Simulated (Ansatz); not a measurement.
## SnH$_{4}$ClO$_{2}$: geometry relaxation (part 3 of 3)

Continued. System: SnH$_{4}$ClO$_{2}$, multiplicity 2. Method: UKS B3LYP-D4/def2-SVP (Ansatz 0.2.0). The run did not end well. It belongs to a series of runs on one base structure; here: end point A relaxed.

Geometry of the input (Å):
```
Sn 0.0569  -0.0041  -0.0284
H  -0.0381  0.0280  1.7072
H  1.6144  0.0338  -0.7272
O  -0.9198  1.5703  -0.7526
H  -1.8634  1.3901  -0.8760
O  -0.9100  -1.6323  -0.6478
H  -1.4024  -2.0535  0.0708
Cl -0.0020  -0.0286  4.2638
```

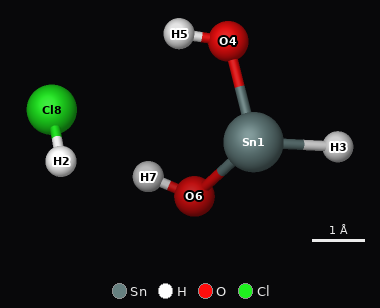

**Figure 1.** The geometry at step 37 of the log (ball-and-stick view, seen at a tilt; atoms are numbered from 1 in the order of the input).

Trajectory as extended XYZ, continued:
```
8
Properties=species:S:1:pos:R:3:forces:R:3 step=23 energy=-22508.32497
Sn    0.3813    0.0324   -0.2565   -0.0106   0.0259  -0.1380
H     0.2341    0.1286    2.7751   -0.7534  -0.2046   0.2658
H     1.4342   -0.0536   -1.6607   -0.0236   0.0115   0.0466
O    -0.9048    1.4973   -0.7671   -0.0548  -0.0162   0.0681
H    -1.7620    1.4404   -0.3155    0.0992   0.0002  -0.0308
O    -0.6173   -1.7100   -0.3419   -0.3320  -0.0968   0.4202
H    -1.2460   -1.8370    0.3979    0.3470   0.0894  -0.3679
Cl   -0.9839   -0.1945    3.1785    0.7281   0.1906  -0.2640
8
Properties=species:S:1:pos:R:3:forces:R:3 step=24 energy=-22508.35510
Sn    0.4207    0.0578   -0.3339   -0.0347  -0.0819   0.0669
H     0.1186    0.1214    2.7737    0.0587   0.0021   0.0093
H     1.3956   -0.0972   -1.7804   -0.0415   0.0077  -0.0274
O    -0.8885    1.5188   -0.7798   -0.0831   0.0271   0.0250
H    -1.7078    1.4684   -0.2616    0.0915  -0.0017  -0.0510
O    -0.6058   -1.6710   -0.2487   -0.0442  -0.0362   0.0884
H    -1.1427   -1.7750    0.5550    0.1326   0.0984  -0.1072
Cl   -1.0545   -0.3197    3.0855   -0.0793  -0.0155  -0.0039
8
Properties=species:S:1:pos:R:3:forces:R:3 step=25 energy=-22508.36766
Sn    0.4723    0.0823   -0.3924   -0.0526  -0.1942  -0.0984
H     0.0314    0.0236    2.8146    0.1141   0.0136   0.0156
H     1.2902   -0.1143   -1.9400   -0.0377  -0.0057   0.1063
O    -0.8586    1.5339   -0.8055   -0.1962   0.0084   0.1402
H    -1.6480    1.4911   -0.2386    0.1506   0.0281  -0.1110
O    -0.5491   -1.6449   -0.1555   -0.0050   0.0753   0.1545
H    -1.0249   -1.7025    0.6927    0.1435   0.0914  -0.1951
Cl   -1.1778   -0.3655    3.0345   -0.1167  -0.0170  -0.0122
8
Properties=species:S:1:pos:R:3:forces:R:3 step=26 energy=-22508.34813 accepted=F
Sn    0.4819    0.0940   -0.4757   -0.0368  -0.2210  -0.0073
H     0.0166   -0.0635    2.9860   -1.1851  -0.2867  -0.0616
H     1.2363   -0.1542   -2.0527   -0.1025   0.0170   0.1092
O    -0.8744    1.5429   -0.8255   -0.2217  -0.0280   0.1617
H    -1.6151    1.5242   -0.1925    0.2184   0.0039  -0.1704
O    -0.5040   -1.6365   -0.1105   -0.0194   0.1348   0.2607
H    -0.9206   -1.6479    0.7745    0.1807   0.0715  -0.4026
Cl   -1.2851   -0.3555    2.9061    1.1663   0.3085   0.1104
8
Properties=species:S:1:pos:R:3:forces:R:3 step=27 energy=-22508.37984
Sn    0.4813    0.0798   -0.4229   -0.0607  -0.0771   0.0291
H     0.0362   -0.0284    2.8957   -0.0426  -0.0284   0.0291
H     1.2565   -0.1232   -1.9751    0.0311  -0.0128  -0.0441
O    -0.8684    1.5256   -0.7992   -0.0970  -0.0012   0.0603
H    -1.6377    1.4852   -0.2089    0.0695   0.0187  -0.0377
O    -0.5139   -1.6524   -0.1534   -0.0009   0.0428   0.0929
H    -0.9943   -1.6742    0.6912    0.0641   0.0328  -0.0986
Cl   -1.2239   -0.3088    2.9825    0.0365   0.0252  -0.0309
8
Properties=species:S:1:pos:R:3:forces:R:3 step=28 energy=-22508.38224
Sn    0.4852    0.0817   -0.4490   -0.0516  -0.0220   0.0850
H     0.0394   -0.0817    2.9737   -0.5528  -0.0922  -0.0166
H     1.2399   -0.1320   -2.0069    0.0249  -0.0110  -0.0910
O    -0.8878    1.5139   -0.7998   -0.0839  -0.0153   0.0494
H    -1.6284    1.4885   -0.1728    0.0870   0.0081  -0.0441
O    -0.4821   -1.6583   -0.1406   -0.0093   0.0277   0.0776
H    -0.9725   -1.6513    0.6982    0.0535   0.0106  -0.0927
Cl   -1.2581   -0.2571    2.9070    0.5323   0.0941   0.0324
8
Properties=species:S:1:pos:R:3:forces:R:3 step=29 energy=-22508.39972
Sn    0.5074    0.0746   -0.4913    0.0365   0.0233  -0.0163
H    -0.0417   -0.1206    3.0221   -0.0269  -0.0131   0.0071
H     1.1759   -0.1391   -2.0962   -0.0097  -0.0010  -0.0119
O    -0.9113    1.4753   -0.7777   -0.0100   0.0029  -0.0179
H    -1.5579    1.5117   -0.0577    0.0041  -0.0018   0.0272
O    -0.3968   -1.6844   -0.1222   -0.0124  -0.0211   0.0435
H    -0.9195   -1.6500    0.6943    0.0085  -0.0038  -0.0295
Cl   -1.3205   -0.1638    2.8384    0.0100   0.0145  -0.0022
8
Properties=species:S:1:pos:R:3:forces:R:3 step=30 energy=-22508.38574 accepted=F
Sn    0.5471    0.0698   -0.5539   -0.0456  -0.0025  -0.1076
H    -0.1464   -0.1443    3.0615   -0.2160  -0.0024  -0.0443
H     1.0901   -0.1528   -2.2146   -0.0293  -0.0038   0.0831
O    -0.9478    1.4122   -0.7548   -0.6411   0.1713   1.2086
H    -1.4481    1.5452    0.1000    0.6919  -0.2084  -1.1777
O    -0.2746   -1.7113   -0.0801   -0.1465   0.0738   0.2329
H    -0.8742   -1.6258    0.6850    0.1803  -0.0340  -0.2262
Cl   -1.4104   -0.0894    2.7667    0.2064   0.0059   0.0312
8
Properties=species:S:1:pos:R:3:forces:R:3 step=31 energy=-22508.40652
Sn    0.5488    0.0749   -0.5323   -0.0605   0.0172   0.0374
H    -0.1007   -0.1539    3.0490   -0.0290  -0.0088  -0.0028
H     1.1242   -0.1423   -2.1725   -0.0013  -0.0133  -0.0257
O    -0.9163    1.4426   -0.7417    0.0044   0.0117  -0.0147
H    -1.5130    1.4763    0.0208    0.0297  -0.0088   0.0180
O    -0.3308   -1.6827   -0.0920    0.0045  -0.0273   0.0233
H    -0.9098   -1.6157    0.6839    0.0406   0.0201  -0.0326
Cl   -1.3668   -0.0956    2.7948    0.0117   0.0093  -0.0029
8
Properties=species:S:1:pos:R:3:forces:R:3 step=32 energy=-22508.41041
Sn    0.5537    0.0816   -0.5634    0.0063  -0.0185  -0.0091
H    -0.1606   -0.2007    3.0611   -0.2448   0.0321  -0.0660
H     1.0727   -0.1664   -2.2236   -0.0276   0.0161   0.0185
O    -0.9332    1.4343   -0.7187   -0.1355  -0.0067   0.1905
H    -1.4651    1.4928    0.0952    0.1610  -0.0212  -0.1972
O    -0.2603   -1.6955   -0.0668   -0.0471   0.0311   0.0708
H    -0.8638   -1.6130    0.6900    0.0590   0.0018  -0.0705
Cl   -1.4079   -0.0294    2.7359    0.2286  -0.0346   0.0630
8
Properties=species:S:1:pos:R:3:forces:R:3 step=33 energy=-22508.41191
Sn    0.5790    0.0766   -0.5812   -0.0701   0.0084  -0.1141
H    -0.2118   -0.2171    3.0481   -0.2220   0.0355  -0.0483
H     1.0096   -0.1555   -2.2705    0.0166  -0.0164   0.0554
O    -0.9356    1.4010   -0.7161   -0.1053   0.0322   0.3168
H    -1.4011    1.5067    0.1341    0.1328  -0.0329  -0.2620
O    -0.2208   -1.6948   -0.0424    0.0123   0.0082   0.0529
H    -0.8279   -1.5960    0.7084    0.0126   0.0029  -0.0370
Cl   -1.4557   -0.0173    2.7295    0.2231  -0.0380   0.0364
8
Properties=species:S:1:pos:R:3:forces:R:3 step=34 energy=-22508.41415
Sn    0.5738    0.0768   -0.6131   -0.0287   0.0222   0.0183
H    -0.2425   -0.2235    3.0706   -0.1479   0.0244  -0.0568
H     1.0004   -0.1711   -2.3002   -0.0390  -0.0172   0.0218
O    -0.9545    1.3909   -0.6928   -0.0589   0.0194   0.2136
H    -1.3704    1.5120    0.1795    0.1070  -0.0477  -0.2248
O    -0.1897   -1.6915   -0.0136    0.0109   0.0035  -0.0098
H    -0.8235   -1.5740    0.7120    0.0300   0.0110  -0.0395
Cl   -1.4579   -0.0159    2.6675    0.1266  -0.0156   0.0772
8
Properties=species:S:1:pos:R:3:forces:R:3 step=35 energy=-22508.41646
Sn    0.5854    0.0878   -0.6296   -0.0048  -0.0061   0.0146
H    -0.2662   -0.2283    3.0701   -0.1240   0.0216  -0.0424
H     0.9714   -0.2017   -2.3178   -0.0192   0.0254  -0.0078
O    -0.9451    1.4006   -0.6781   -0.0035  -0.0235   0.0605
H    -1.3601    1.4993    0.1939    0.0383  -0.0182  -0.0719
O    -0.1528   -1.6866   -0.0165   -0.0566   0.0401   0.0632
H    -0.8098   -1.5664    0.6887    0.0478  -0.0149  -0.0409
Cl   -1.4873   -0.0011    2.6990    0.1220  -0.0244   0.0246
8
Properties=species:S:1:pos:R:3:forces:R:3 step=36 energy=-22508.41790
Sn    0.5976    0.0860   -0.6277   -0.0262   0.0060  -0.0324
H    -0.2805   -0.2402    3.0551   -0.0631   0.0143  -0.0242
H     0.9429   -0.1947   -2.3268    0.0066   0.0114   0.0016
O    -0.9334    1.3974   -0.6687    0.0136  -0.0203   0.0430
H    -1.3527    1.4834    0.2015    0.0150  -0.0024  -0.0309
O    -0.1441   -1.6820   -0.0016   -0.0402   0.0191   0.0604
H    -0.8013   -1.5556    0.7019    0.0374  -0.0131  -0.0391
Cl   -1.4927    0.0093    2.6761    0.0568  -0.0152   0.0217
8
Properties=species:S:1:pos:R:3:forces:R:3 step=37 energy=-22508.41870
Sn    0.6072    0.0809   -0.6444   -0.0287   0.0246  -0.0160
H    -0.3026   -0.2462    3.0270   -0.0008   0.0018   0.0005
H     0.9189   -0.1911   -2.3525   -0.0024  -0.0089   0.0100
O    -0.9244    1.3918   -0.6540    0.0368  -0.0237   0.0033
H    -1.3304    1.4700    0.2223   -0.0097   0.0022   0.0090
O    -0.1270   -1.6764    0.0213   -0.0260   0.0152   0.0423
H    -0.7882   -1.5365    0.7187    0.0300  -0.0100  -0.0478
Cl   -1.5179    0.0111    2.6713    0.0008  -0.0010  -0.0013
8
Properties=species:S:1:pos:R:3:forces:R:3 step=38 energy=-22508.41906
Sn    0.6158    0.0822   -0.6536   -0.0320   0.0137  -0.0157
H    -0.3171   -0.2464    3.0164    0.0242  -0.0058   0.0059
H     0.8985   -0.1976   -2.3665   -0.0006  -0.0049   0.0123
O    -0.9192    1.3888   -0.6397    0.0434  -0.0288  -0.0149
H    -1.3178    1.4578    0.2404   -0.0160   0.0053   0.0243
O    -0.1061   -1.6719    0.0364   -0.0493   0.0315   0.0584
H    -0.7873   -1.5247    0.7136    0.0553  -0.0171  -0.0643
Cl   -1.5312    0.0154    2.6629   -0.0250   0.0061  -0.0061
8
Properties=species:S:1:pos:R:3:forces:R:3 step=39 energy=-22508.41931
Sn    0.6211    0.0835   -0.6589   -0.0204   0.0063  -0.0113
H    -0.3248   -0.2484    3.0029    0.0315  -0.0097   0.0067
H     0.8866   -0.2025   -2.3740   -0.0010  -0.0018   0.0100
O    -0.9160    1.3862   -0.6293    0.0328  -0.0231  -0.0200
H    -1.3110    1.4485    0.2530   -0.0144   0.0057   0.0246
O    -0.0917   -1.6677    0.0481   -0.0619   0.0336   0.0649
H    -0.7886   -1.5168    0.7087    0.0655  -0.0195  -0.0677
Cl   -1.5400    0.0209    2.6594   -0.0321   0.0085  -0.0072
8
Properties=species:S:1:pos:R:3:forces:R:3 step=40 energy=-22508.41975
Sn    0.6300    0.0871   -0.6657   -0.0022  -0.0042  -0.0061
H    -0.3359   -0.2636    2.9688    0.0146  -0.0104   0.0001
H     0.8682   -0.2107   -2.3835   -0.0006   0.0008   0.0056
O    -0.9128    1.3795   -0.6147    0.0075  -0.0080  -0.0124
H    -1.3015    1.4347    0.2714   -0.0060   0.0045   0.0103
O    -0.0666   -1.6577    0.0737   -0.0944   0.0375   0.0919
H    -0.7924   -1.5012    0.7022    0.0942  -0.0258  -0.0878
Cl   -1.5534    0.0354    2.6576   -0.0130   0.0056  -0.0015
8
Properties=species:S:1:pos:R:3:forces:R:3 step=41 energy=-22508.41133 accepted=F
Sn    0.6594    0.1041   -0.6843    0.0146  -0.0708  -0.0055
H    -0.3694   -0.3495    2.8353   -0.5024   0.1539  -0.0983
H     0.8099   -0.2418   -2.4091   -0.0051   0.0138   0.0247
O    -0.9087    1.3558   -0.5748   -0.0466   0.0096   0.0312
H    -1.2766    1.3943    0.3228    0.0273   0.0011  -0.0538
O     0.0236   -1.6149    0.1803   -0.7699   0.2573   0.5013
H    -0.8127   -1.4396    0.6813    0.7696  -0.1883  -0.4870
Cl   -1.5900    0.0952    2.6582    0.5126  -0.1766   0.0875
8
Properties=species:S:1:pos:R:3:forces:R:3 step=42 energy=-22508.42188
Sn    0.6374    0.0986   -0.6675    0.0204  -0.0187   0.0056
H    -0.3385   -0.3184    2.9091   -0.0926   0.0097  -0.0307
H     0.8566   -0.2287   -2.3832   -0.0023   0.0027  -0.0026
O    -0.9181    1.3722   -0.6142   -0.0245   0.0042   0.0049
H    -1.3007    1.4331    0.2747    0.0055   0.0008  -0.0113
O    -0.0349   -1.6332    0.1272   -0.1368   0.0547   0.1214
H    -0.8094   -1.4709    0.6948    0.1345  -0.0359  -0.1105
Cl   -1.5569    0.0508    2.6688    0.0959  -0.0176   0.0232
8
Properties=species:S:1:pos:R:3:forces:R:3 step=43 energy=-22508.42604
Sn    0.6499    0.1101   -0.6624   -0.0183  -0.0034  -0.0233
H    -0.3513   -0.3883    2.8423   -0.2865   0.0871  -0.0715
H     0.8375   -0.2390   -2.3797    0.0125   0.0014   0.0047
O    -0.9265    1.3585   -0.6123    0.0004  -0.0127   0.0107
H    -1.3015    1.4256    0.2794    0.0036   0.0030  -0.0081
O     0.0013   -1.6093    0.1831   -0.2709   0.0911   0.2204
H    -0.8236   -1.4488    0.6814    0.2666  -0.0620  -0.1876
Cl   -1.5503    0.0949    2.6781    0.2927  -0.1046   0.0547
8
Properties=species:S:1:pos:R:3:forces:R:3 step=44 energy=-22508.43428
Sn    0.6479    0.1214   -0.6644    0.0342   0.0561   0.0422
H    -0.3626   -0.4766    2.7266   -0.6287   0.2775  -0.0884
H     0.8479   -0.2571   -2.3757   -0.0346  -0.0167   0.0009
O    -0.9489    1.3431   -0.6140    0.0163  -0.0535  -0.0170
H    -1.3055    1.4272    0.2841    0.0002  -0.0067  -0.0003
O     0.0451   -1.5677    0.2820   -0.7322   0.1829   0.3639
H    -0.8598   -1.4257    0.6508    0.7016  -0.1336  -0.3266
Cl   -1.5285    0.1389    2.7204    0.6432  -0.3060   0.0253
8
Properties=species:S:1:pos:R:3:forces:R:3 step=45 energy=-22508.46951
Sn    0.6820    0.1524   -0.6196   -0.1086   0.0900  -0.1446
H    -0.3954   -0.5684    2.5576   -0.8048   0.4874  -0.0115
H     0.8101   -0.2827   -2.3299    0.0532  -0.0066   0.0403
O    -0.9607    1.3130   -0.6236    0.0826  -0.0489   0.0546
H    -1.3205    1.4196    0.2712   -0.0300   0.0075   0.0159
O     0.0813   -1.5014    0.3918   -1.1021   0.1048   0.4522
H    -0.8914   -1.4194    0.5870    1.0766  -0.1109  -0.2805
Cl   -1.4698    0.1905    2.7752    0.8331  -0.5233  -0.1265
8
Properties=species:S:1:pos:R:3:forces:R:3 step=46 energy=-22508.54831
Sn    0.6507    0.1521   -0.6266    0.1451   0.2825   0.1034
H    -0.4511   -0.6208    2.3824   -0.4959   0.4220  -0.0151
H     0.8535   -0.3083   -2.3200   -0.0994  -0.0706   0.0143
O    -0.9808    1.3214   -0.6056    0.0510  -0.1074  -0.0961
H    -1.3399    1.4195    0.2903   -0.0094  -0.0164   0.0777
O     0.0925   -1.4305    0.5317   -1.3012  -0.0171   0.1542
H    -0.9052   -1.4527    0.5351    1.1639  -0.0721  -0.0515
Cl   -1.3842    0.2228    2.8224    0.5458  -0.4210  -0.1869
8
Properties=species:S:1:pos:R:3:forces:R:3 step=47 energy=-22508.64337
Sn    0.6914    0.1945   -0.5495   -0.1210   0.0433  -0.1604
H    -0.4987   -0.5973    2.1943   -0.2530   0.2184   0.0288
H     0.8075   -0.3379   -2.2405    0.0491  -0.0019   0.1150
O    -0.9875    1.2898   -0.5973    0.0850  -0.0039   0.0520
H    -1.3547    1.4086    0.2943   -0.0460   0.0052   0.0499
O     0.0735   -1.3922    0.5914   -0.9254  -0.0316   0.1374
H    -0.9012   -1.5039    0.4525    0.8702   0.0177   0.0343
Cl   -1.2948    0.2420    2.8646    0.3411  -0.2471  -0.2572
8
Properties=species:S:1:pos:R:3:forces:R:3 step=48 energy=-22508.70828
Sn    0.6628    0.2097   -0.5016   -0.0223   0.2049  -0.0193
H    -0.5537   -0.6185    2.0628   -0.0222   0.2130  -0.0741
H     0.8260   -0.3586   -2.1705   -0.0258  -0.0109   0.0578
O    -1.0036    1.3211   -0.5314    0.0310  -0.0382  -0.0201
H    -1.4005    1.3883    0.3560    0.0722  -0.0196   0.0124
O     0.0450   -1.3715    0.6582   -1.1148  -0.3465  -0.1722
H    -0.8738   -1.6188    0.3675    0.9985   0.1331   0.2565
Cl   -1.1665    0.3520    2.7687    0.0833  -0.1359  -0.0410
8
Properties=species:S:1:pos:R:3:forces:R:3 step=49 energy=-22508.74549
Sn    0.6355    0.2224   -0.4606    0.0787  -0.0634  -0.0027
H    -0.5859   -0.5471    1.9671   -0.0293  -0.1091  -0.0751
H     0.8040   -0.3705   -2.1130   -0.0141   0.0021   0.0020
O    -1.0274    1.3208   -0.4935   -0.0943   0.1145   0.0971
H    -1.3745    1.4355    0.4129    0.0333  -0.0432  -0.1060
O     0.0214   -1.3928    0.6768   -0.9217  -0.2725  -0.3424
H    -0.8056   -1.7774    0.2800    0.9061   0.3428   0.4304
Cl   -1.1320    0.4127    2.7402    0.0414   0.0288  -0.0033
8
Properties=species:S:1:pos:R:3:forces:R:3 step=50 energy=-22508.76848
Sn    0.6311    0.2270   -0.4479    0.0290  -0.0292   0.0586
H    -0.6585   -0.5605    1.9472    0.0955  -0.0248  -0.0562
H     0.7903   -0.3728   -2.0975   -0.0142  -0.0089  -0.0196
O    -1.0144    1.3579   -0.4820   -0.0803   0.0216   0.0862
H    -1.3931    1.4170    0.4174    0.0757   0.0141  -0.0952
O    -0.0008   -1.3854    0.6880   -0.3781  -0.0357  -0.1098
H    -0.7493   -1.8380    0.2501    0.3030   0.0861   0.1463
Cl   -1.0696    0.4583    2.7344   -0.0305  -0.0232  -0.0104
```
